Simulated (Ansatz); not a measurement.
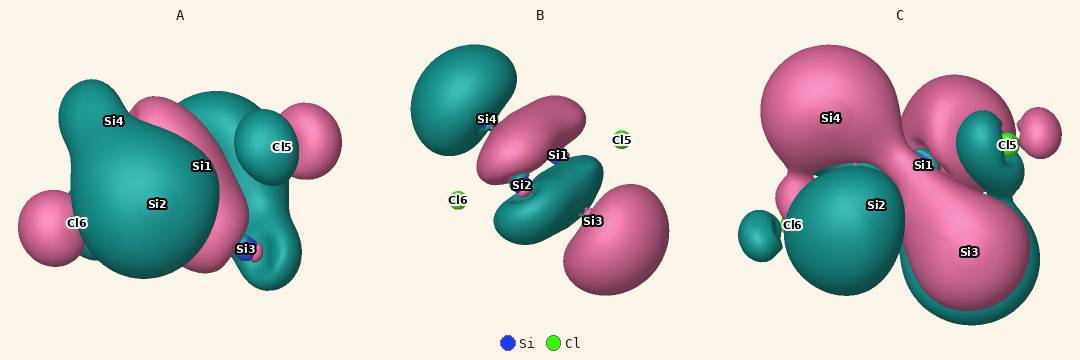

Figure. Si4···Cl···Cl. Three frontier orbitals at ±0.06 Å⁻³ᐟ² (teal and pink are the two phases), in no order.

Geometry: B3LYP-D4/def2-SVP.

Theory: RKS PBE0-D4/def2-TZVP in Ansatz 0.2.0.

```yaml
atoms:
  - { symbol: Si, position_ang: [-0.5962, -1.1153, 0.3770] }
  - { symbol: Si, position_ang: [0.5968, 1.1143, -0.3805] }
  - { symbol: Si, position_ang: [-1.5373, 0.2762, -1.3014] }
  - { symbol: Si, position_ang: [1.5352, -0.2719, 1.3028] }
  - { symbol: Cl, position_ang: [-2.1294, 0.6869, 1.0273] }
  - { symbol: Cl, position_ang: [2.1308, -0.6901, -1.0252] }
```

Question: Order the three orbitals by energy and name them.

Answer: A is the HOMO−1 (−6.82 eV). By Hirshfeld shares it lies mainly on Si1 (about 35 %), Si2 (about 35 %), Si3 (about 10 %) and Si4 (about 10 %); it is gerade (even under inversion). B is the HOMO (−6.52 eV). By Hirshfeld shares it lies mainly on Si4 (about 35 %), Si3 (about 35 %), Si2 (about 10 %) and Si1 (about 10 %); it is ungerade (odd under inversion). C is the LUMO (−2.98 eV). By Hirshfeld shares it lies mainly on Si1 (about 25 %), Si2 (about 25 %), Si3 (about 20 %) and Si4 (about 20 %); it is ungerade (odd under inversion).

Question: What is the HOMO–LUMO gap?

Answer: 3.54 eV between the orbital energies.
